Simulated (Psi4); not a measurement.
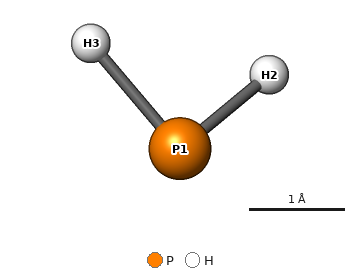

Figure 1. The starting structure (ball-and-stick view, seen at a tilt; atoms are numbered from 1 in the order of the input).

## Run report: PH2 (charge +1), geometry relaxation (part 1 of 2)

- system: PH2, charge +1
- method: BLYP/cc-pVDZ, RKS (Psi4 1.11)

The starting geometry was optimised with BLYP/cc-pVDZ.

## Input file (input.in)
```
memory 1600 mb

molecule {
  1 1
  P      0.526912    -0.310065     0.258791
  H      0.102495     1.076467     0.172704
  H     -0.664548    -0.745726    -0.448765
  units angstrom
  symmetry c1
}

set basis cc-pVDZ
set reference rks

optimize("blyp")
print_variables()
```

Run as:
```bash
psi4 -n 1 input.in input.out
```

## Log
```
Psi4 1.11 release

gradient() will perform analytic gradient computation.

   => Loading Basis Set <=

    Name: CC-PVDZ
    Role: ORBITAL
    Keyword: BASIS

         ---------------------------------------------------------
                                   SCF
                              RKS Reference
                        1 Threads,   1525 MiB Core
         ---------------------------------------------------------

  ==> Geometry <==

    Molecular point group: c1
    Full point group: Cs

    Geometry (in Angstrom), charge = 1, multiplicity = 1:

       Center              X                  Y                   Z               Mass
    ------------   -----------------  -----------------  -----------------  -----------------
         P            0.054929759810    -0.029177501192     0.000000000000    30.973761998420
         H           -0.357990833484     1.363484816858    -0.000000000000     1.007825032230
         H           -1.330180478562    -0.466764703033    -0.000000000000     1.007825032230

  Running in c1 symmetry.

  Rotational constants: A =      8.59585  B =      7.78900  C =      4.08628 [cm^-1]
  Rotational constants: A = 257697.02500  B = 233508.30027  C = 122503.54627 [MHz]
  Nuclear repulsion =   11.184327928420441

  Charge       = 1
  Multiplicity = 1
  Electrons    = 16
  Nalpha       = 8
  Nbeta        = 8

  ==> Algorithm <==

  SCF Algorithm Type is DF.
  DIIS enabled.
  MOM disabled.
  Fractional occupation disabled.
  Guess Type is SAD.
  Energy threshold   = 1.00e-08
  Density threshold  = 1.00e-08
  Integral threshold = 1.00e-12

  ==> Primary Basis <==

  Basis Set: CC-PVDZ
    Blend: CC-PVDZ
    Number of shells: 14
    Number of basis functions: 28
    Number of Cartesian functions: 29
    Spherical Harmonics?: true
    Max angular momentum: 2

  ==> DFT Potential <==

   => LibXC <=

    Version 7.1.2

   => Composite Functional: BLYP <=

    BLYP GGA Exchange-Correlation Functional

    Deriv               =              1
    GGA                 =           TRUE
    Meta                =          FALSE

    Exchange Hybrid     =          FALSE
    MP2 Hybrid          =          FALSE

   => Exchange Functionals <=

    1.0000     XC_GGA_X_B88

   => Correlation Functionals <=

    1.0000     XC_GGA_C_LYP

   => LibXC Density Thresholds  <==

    XC_GGA_C_LYP:  1.00E-14
    XC_GGA_X_B88:  1.00E-15

   => Molecular Quadrature <=

    Radial Scheme          =       TREUTLER
    Pruning Scheme         =           NONE
    Nuclear Scheme         =       TREUTLER

    Blocking Scheme        =         OCTREE
    BS radius alpha        =              1
    Pruning alpha          =              1
    Radial Points          =             75
    Spherical Points       =            302
    Total Points           =          65036
    Total Blocks           =            548
    Max Points             =            256
    Max Functions          =             28
    Weights Tolerance      =       1.00E-15

   => Loading Basis Set <=

    Name: (CC-PVDZ AUX)
    Role: JKFIT
    Keyword: DF_BASIS_SCF

  ==> Integral Setup <==

  DFHelper Memory: AOs need 0.001 GiB; user supplied 1.064 GiB.
  SCF_SUBTYPE=INCORE selected. In-core MEM_DF algorithm will be used.
  Using in-core AOs.

  ==> MemDFJK: Density-Fitted J/K Matrices <==

    J tasked:                   Yes
    K tasked:                    No
    wK tasked:                   No
    Memory [MiB]:              1089
    Algorithm:                 Core
    Schwarz Cutoff:           1E-12
    Mask sparsity (%):       0.0000
    Fitting Condition:        1E-10

   => Auxiliary Basis Set <=

  Basis Set: (CC-PVDZ AUX)
    Blend: CC-PVDZ-JKFIT
    Number of shells: 54
    Number of basis functions: 158
    Number of Cartesian functions: 180
    Spherical Harmonics?: true
    Max angular momentum: 3

  Cached 100.0% of DFT collocation blocks in 0.053 [GiB].

  Minimum eigenvalue in the overlap matrix is 2.7334137596E-02.
  Reciprocal condition number of the overlap matrix is 7.9821727163E-03.
    Using symmetric orthogonalization.

  ==> Pre-Iterations <==

  SCF Guess: Superposition of Atomic Densities via on-the-fly atomic UHF (no occupation information).

   -------------------------
    Irrep   Nso     Nmo
   -------------------------
     A         28      28
   -------------------------
    Total      28      28
   -------------------------

  ==> Iterations <==

                           Total Energy        Delta E     RMS |[F,P]|

   @DF-RKS iter SAD:  -342.22164670530577   -3.42222e+02   0.00000e+00
   @DF-RKS iter   1:  -342.13316310069973    8.84836e-02   3.08413e-03 ADIIS/DIIS
   @DF-RKS iter   2:  -342.13619332750039   -3.03023e-03   1.93766e-03 ADIIS/DIIS
   @DF-RKS iter   3:  -342.13874668640437   -2.55336e-03   6.50689e-04 ADIIS/DIIS
   @DF-RKS iter   4:  -342.13901944471451   -2.72758e-04   4.37009e-05 DIIS
   @DF-RKS iter   5:  -342.13902058713984   -1.14243e-06   6.32958e-06 DIIS
   @DF-RKS iter   6:  -342.13902061188014   -2.47403e-08   2.22972e-07 DIIS
   @DF-RKS iter   7:  -342.13902061192249   -4.23483e-11   6.09388e-09 DIIS
  Energy and wave function converged.

  ==> Post-Iterations <==

   Electrons on quadrature grid:
      Ntotal   =   16.0000029722 ; deviation = 2.972e-06

    Orbital Energies [Eh]
    ---------------------

    Doubly Occupied:

       1A    -76.790815     2A     -6.701768     3A     -4.939018
       4A     -4.923060     5A     -4.919637     6A     -0.883331
       7A     -0.637929     8A     -0.572351

    Virtual:

       9A     -0.503738    10A     -0.274883    11A     -0.235571
      12A      0.012100    13A      0.024807    14A      0.083524
      15A      0.087076    16A      0.093224    17A      0.102960
      18A      0.104045    19A      0.220354    20A      0.260836
      21A      0.406164    22A      0.526442    23A      1.005299
      24A      1.025906    25A      1.117427    26A      1.196270
      27A      1.588798    28A      1.623579

    Final Occupation by Irrep:
              A
    DOCC [     8 ]
    NA   [     8 ]
    NB   [     8 ]

  @DF-RKS Final Energy:  -342.13902061192249

   => Energetics <=

    Nuclear Repulsion Energy =             11.1843279284204407
    One-Electron Energy =                -489.0719572288147674
    Two-Electron Energy =                 159.3618132591191170
    DFT Exchange-Correlation Energy =     -23.6132045706472766
    Empirical Dispersion Energy =           0.0000000000000000
    VV10 Nonlocal Energy =                  0.0000000000000000
    Total Energy =                       -342.1390206119224899

Computation Completed

Properties will be evaluated at   0.000000,   0.000000,   0.000000 [a0]

Properties computed using the SCF density matrix

 Multipole Moments:

 ------------------------------------------------------------------------------------
     Multipole            Electronic (a.u.)      Nuclear  (a.u.)        Total (a.u.)
 ------------------------------------------------------------------------------------

 L = 1.  Multiply by 2.5417464519 to convert [e a0] to [Debye]
 Dipole X            :          1.2119871           -1.6331484           -0.4211613
 Dipole Y            :         -0.6437813            0.8674931            0.2237119
 Dipole Z            :         -0.0000000           -0.0000000           -0.0000000
 Magnitude           :                                                    0.4768898

 ------------------------------------------------------------------------------------

	total time  =          1 seconds =       0.02 minutes

         ------------------------------------------------------------
                                   SCF GRAD
         ------------------------------------------------------------

  ==> Geometry <==

    Molecular point group: c1
    Full point group: Cs

    Geometry (in Angstrom), charge = 1, multiplicity = 1:

       Center              X                  Y                   Z               Mass
    ------------   -----------------  -----------------  -----------------  -----------------
         P            0.054929759810    -0.029177501192     0.000000000000    30.973761998420
         H           -0.357990833484     1.363484816858    -0.000000000000     1.007825032230
         H           -1.330180478562    -0.466764703033    -0.000000000000     1.007825032230

  Nuclear repulsion =   11.184327928420441

  ==> Basis Set <==

  Basis Set: CC-PVDZ
    Blend: CC-PVDZ
    Number of shells: 14
    Number of basis functions: 28
    Number of Cartesian functions: 29
    Spherical Harmonics?: true
    Max angular momentum: 2

  ==> DFJKGrad: Density-Fitted SCF Gradients <==

    Gradient:                    1
    J tasked:                  Yes
    K tasked:                   No
    wK tasked:                  No
    Integrals threads:           1
    Memory [MiB]:             1144
    Schwarz Cutoff:          1E-12
    Fitting Condition:       1E-10

   => Auxiliary Basis Set <=

  Basis Set: (CC-PVDZ AUX)
    Blend: CC-PVDZ-JKFIT
    Number of shells: 54
    Number of basis functions: 158
    Number of Cartesian functions: 180
    Spherical Harmonics?: true
    Max angular momentum: 3

  ==> DFT Potential <==

   => LibXC <=

    Version 7.1.2

   => Composite Functional: BLYP <=

    BLYP GGA Exchange-Correlation Functional

    Deriv               =              1
    GGA                 =           TRUE
    Meta                =          FALSE

    Exchange Hybrid     =          FALSE
    MP2 Hybrid          =          FALSE

   => Exchange Functionals <=

    1.0000     XC_GGA_X_B88

   => Correlation Functionals <=

    1.0000     XC_GGA_C_LYP

   => LibXC Density Thresholds  <==

    XC_GGA_C_LYP:  1.00E-14
    XC_GGA_X_B88:  1.00E-15

   => Molecular Quadrature <=

    Radial Scheme          =       TREUTLER
    Pruning Scheme         =           NONE
    Nuclear Scheme         =       TREUTLER

    Blocking Scheme        =         OCTREE
    BS radius alpha        =              1
    Pruning alpha          =              1
    Radial Points          =             75
    Spherical Points       =            302
    Total Points           =          65036
    Total Blocks           =            548
    Max Points             =            256
    Max Functions          =             28
    Weights Tolerance      =       1.00E-15

  -Total Gradient:
     Atom            X                  Y                   Z
    ------   -----------------  -----------------  -----------------
       1       -0.001495316550     0.000794403039     0.000000000000
       2       -0.000002467771    -0.001810207355     0.000000000000
       3        0.001498364652     0.001015496034     0.000000000000

	total time  =          1 seconds =       0.02 minutes

    			-----------------------------------------

    			 OPTKING 3.0: for geometry optimizations

    			        with contributions from

    			-----------------------------------------

	                            ===> Fragment 1 <==

	 Z (Atomic Numbers)          Masses                          Geom
	      15.000000            30.973762          0.10380220 -0.05513749  0.00000000
	       1.000000             1.007825         -0.67650463  2.57661288 -0.00000000
	       1.000000             1.007825         -2.51367680 -0.88205745 -0.00000000

	 - Coordinate -           - BOHR/RAD -       - ANG/DEG -
	 R(1,2)           =         2.744993           1.452588
	 R(1,3)           =         2.744994           1.452588
	 B(2,1,3)         =         1.588556          91.017541

	        --- Internal Coordinate Step in ANG or DEG, aJ/ANG or AJ/DEG ---
	-------------------------------------------------------------------------------
	           Coordinate      Previous         Force          Change          New
	           ----------      --------        ------          ------        ------
	               R(1,2)       1.45259        0.01429        0.00480       1.45739
	               R(1,3)       1.45259        0.01429        0.00480       1.45739
	             B(2,1,3)      91.01754        0.00011        0.50816      91.52570
	-------------------------------------------------------------------------------

	                                 ==> Convergence Check <==

	Measures of convergence in internal coordinates in au.

	Criteria marked as inactive (o), active & met (*), and active & unmet ( ).

	----------------------------------------------------------------------------------------------~
	   Step    Total Energy     Delta E     Max Force     RMS Force      Max Disp      RMS Disp   ~
	----------------------------------------------------------------------------------------------~
	  Convergence Criteria     1.00e-06 *    3.00e-04 *             o    1.20e-03 *             o~
	----------------------------------------------------------------------------------------------~
	     1    -342.13902061   -3.42e+02      1.73e-03      1.64e-03 o    9.07e-03      9.00e-03 o  ~
	----------------------------------------------------------------------------------------------

Next Geometry in Ang
	Fragment 1 (Ang)

	    P   0.0541886592  -0.0287840109   0.0000000000
	    H  -0.3538952462   1.3703010004  -0.0000000000
	    H  -1.3335349652  -0.4739743769  -0.0000000000

    Structure for next step:
    Molecular point group: c1
    Full point group: Cs

    Geometry (in Angstrom), charge = 1, multiplicity = 1:

    P            0.054861838036    -0.029141437863     0.000000000000
    H           -0.353222067332     1.369943573513    -0.000000000000
    H           -1.332861786298    -0.474331803803    -0.000000000000

gradient() will perform analytic gradient computation.

   => Loading Basis Set <=

    Name: CC-PVDZ
    Role: ORBITAL
    Keyword: BASIS

         ---------------------------------------------------------
                                   SCF
                              RKS Reference
                        1 Threads,   1525 MiB Core
         ---------------------------------------------------------

  ==> Geometry <==
```
